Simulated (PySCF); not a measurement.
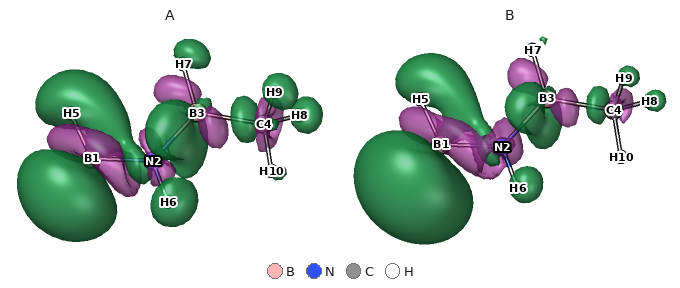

Figure 1: CH$_{6}$B$_{2}$N, doublet, SMILES `[BH]NBC`. The two Fukui functions at ±0.02 e/Å³ (green positive, purple negative).

PySCF calculation, PBE0/def2-TZVP, gas phase; geometry: GFN2-xTB. No frequency check shows the geometry to be a minimum. GFN2-xTB doesn't know the spin state, so this open-shell geometry is rough.

**Which panel is f⁻ (electron removed) and which f⁺ (electron added)?**

A is f⁻, B is f⁺. f⁻ (Hirshfeld-condensed) is largest on B1 (0.52); the vertical ionisation energy is 8.22 eV (to the singlet cation, which needn't be its lowest state). f⁺ (Hirshfeld-condensed) is largest on B1 (0.61); the vertical electron affinity is −0.61 eV (to the singlet anion, which needn't be its lowest state; negative, but this basis has no diffuse functions, so it doesn't show that the anion is unbound).

Cost of the run: 58 s on 1 thread of Intel(R) Xeon(R) Platinum 8375C CPU @ 2.90GHz (Ice Lake), on a shared host, peak memory 0.67 GiB.
